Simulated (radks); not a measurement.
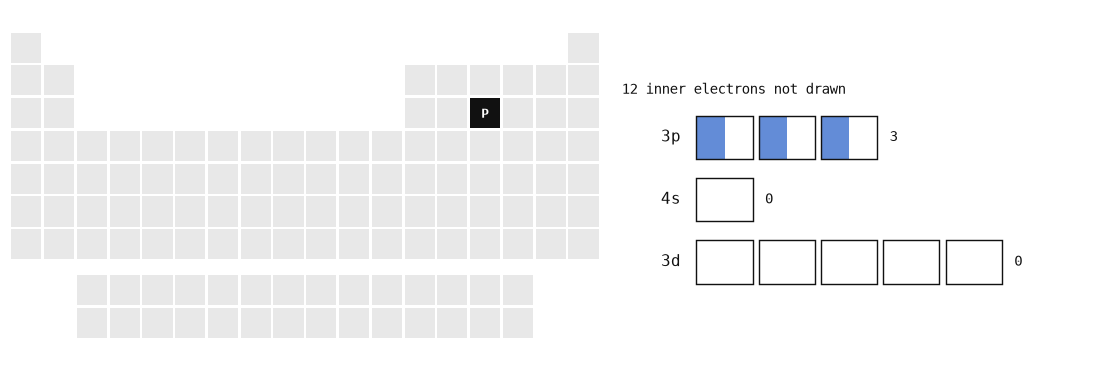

Figure 1. Left, the place of phosphorus in the periodic table; right, the outer shells as the input fills them: a box for each of the 2l + 1 orbitals, shaded by the share of the shell that is filled, with the electron count at the right.

# Atomic calculation for P

Atomic phosphorus (P) in the configuration [Ne] 3s2 3p3 (3p1/2: 2, 3p3/2: 1). Computed at this level: Dirac Kohn-Sham, PBE, spin-unpolarised, spherical densities, finite nucleus (the in-house radial solver radks).

### The program's output
```
1s1/2   1   2.0000         -76.58401947
2s1/2   1   2.0000          -6.39234712
2p1/2   1   2.0000          -4.59577489
2p3/2   1   4.0000          -4.56207795
3s1/2   1   2.0000          -0.51280344
3p1/2   1   2.0000          -0.20324343
3p3/2   1   1.0000          -0.20127896
4s1/2   1   0.0000          -0.01435394
3d3/2   1   0.0000           0.00046570
3d5/2   1   0.0000           0.00046570
Etot -341.9044678954574
Ekin 343.15634288950685
Encl -815.6435525933842
Eh 153.58024002638498
Exc -22.997498217964996
err 1.5725012010061642e-09
it 13
```

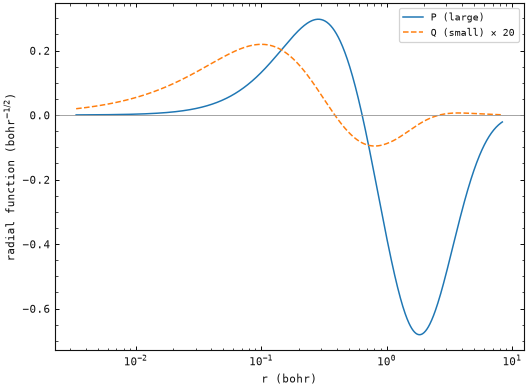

Figure 2. The large and small radial components of one occupied spinor. It is 3p1/2. The spinor has κ = 1: the large component has l = 1 and 1 radial node (r = 0.639 bohr), the small one has l = 0. The small component carries 0.0038 % of the norm; ⟨r⟩ = 2.37 bohr and the eigenvalue is −5.53 eV. The nodes of P give n − l − 1 and its extent picks the shell; Q has as many nodes as P for κ < 0 and one more for κ > 0.

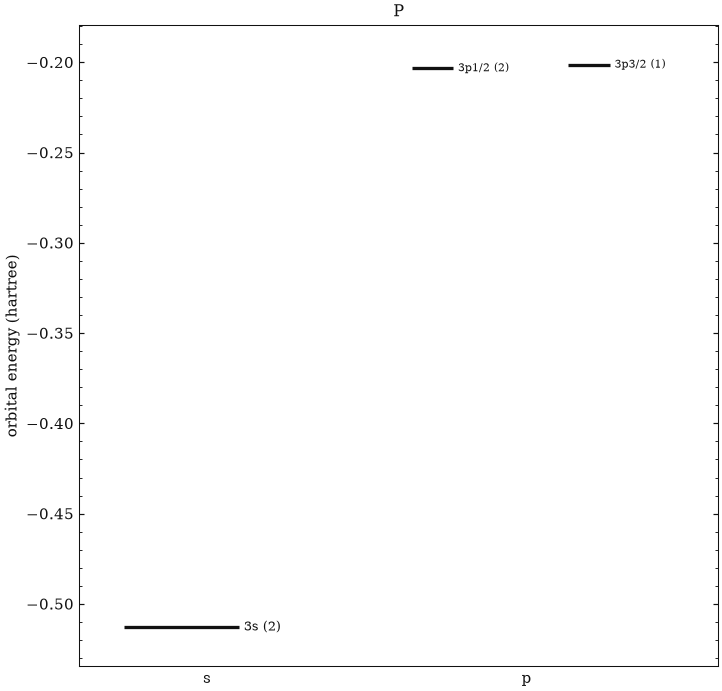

Figure 3. The outer levels are drawn by angular momentum (occupations in brackets, the lower j at the left of each column). The highest occupied level is 3p3/2 at −0.201 hartree. From the top down the occupied levels run 3p3/2 (−0.201 hartree), 3p1/2 (−0.203 hartree), 3s (−0.513 hartree). Spin-orbit splittings: 3p 0.00196 hartree.

### Input file
```
Z 15
configuration [Ne] 3s2 3p3 4s0 3d0
relativity Dirac
functional pbe,pbe
spin unpolarised
j_filling energy
nucleus finite rms 3.1889 fm
c 137.035999084
```

Energies in input and log are in hartree, lengths in bohr (the nuclear radius in fm).

### Results in brief

| quantity | value |
| --- | --- |
| outcome | converged |
| total energy | −341.904468 hartree |
| kinetic energy | 343.156343 hartree |
| electron–nucleus energy | −815.643553 hartree |
| Hartree energy | 153.580240 hartree |
| exchange–correlation energy | −22.997498 hartree |
| radius at density 0.001 e/bohr³ | 4.27 bohr |
| SCF iterations | 13 |
| hardware | 1 CPU thread, shared host |
